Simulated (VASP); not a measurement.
```
Ti
1.0
    1.44145    -2.49666     0.00000
    1.44145     2.49666     0.00000
    0.00000     0.00000     4.57516
Ti
2
Direct
  0.33333   0.66667   0.25000
  0.66667   0.33333   0.75000
```

Computed with PBE GGA with D3 dispersion (Becke-Johnson damping), VASP's PBE PAW potentials (set 64) (plane waves; VASP). Run with 520 eV cut-off, 16×16×9 Γ-centred mesh, tetrahedra with Blöchl corrections, potentials Ti_sv.

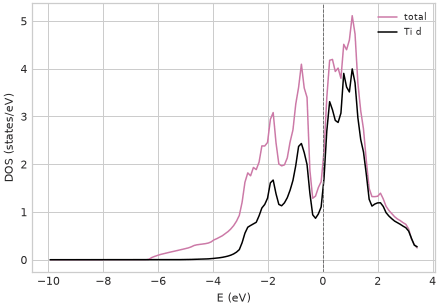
*Total and projected density of states, zero at the Fermi level*

Within 2 eV below the Fermi level the largest weight inside VASP's projection spheres is Ti d.

It has no gap at this level: it comes out as a metal or semimetal.

The compound is Ti in the hcp structure. It was relaxed first, which changed the volume by -7 %.
